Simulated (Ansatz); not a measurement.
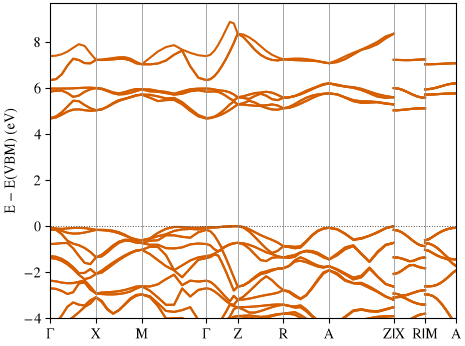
Fig. 1. Band structure from PBE with spin–orbit coupling (plane waves, PAW; program Ansatz)

The gap is 4.67 eV; an edge lies off the plotted path or next to a special point (maximum on the Γ–Z line, 98 % of the way from Γ, minimum at Γ).

The material is HfO2 in space group P4_2/nmc (No. 137; Hf on 2a, O on 4d).

This is a known high-temperature phase of the composition, computed here at zero pressure and temperature. The PBE relaxation kept the symmetry of its start; phonons on a q-mesh show weakly imaginary modes. No spin polarisation was allowed.

Potentials: the later of the program's two PAW sets.
